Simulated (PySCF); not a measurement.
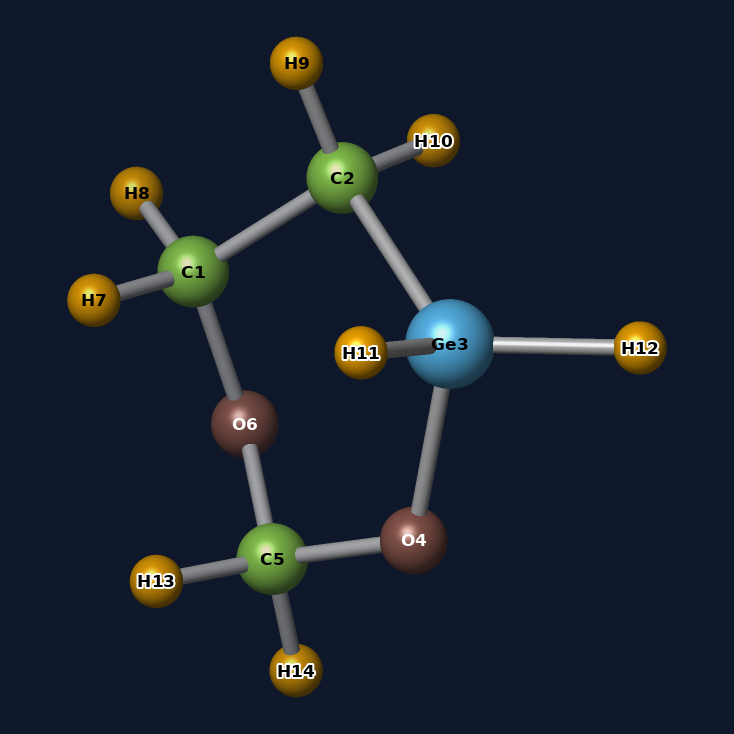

The atoms are numbered. Computed geometry: GFN2-xTB optimisation. No frequency run is at hand to confirm it as a minimum.

List the bonds and their lengths.

```
   bond  length (Å)
  C1–C2       1.530
  C1–O6       1.413
  C1–H7       1.102
  C1–H8       1.094
 C2–Ge3       1.986
  C2–H9       1.088
 C2–H10       1.090
 Ge3–O4       1.772
Ge3–H11       1.519
Ge3–H12       1.498
  O4–C5       1.393
  C5–O6       1.389
 C5–H13       1.106
 C5–H14       1.096
```
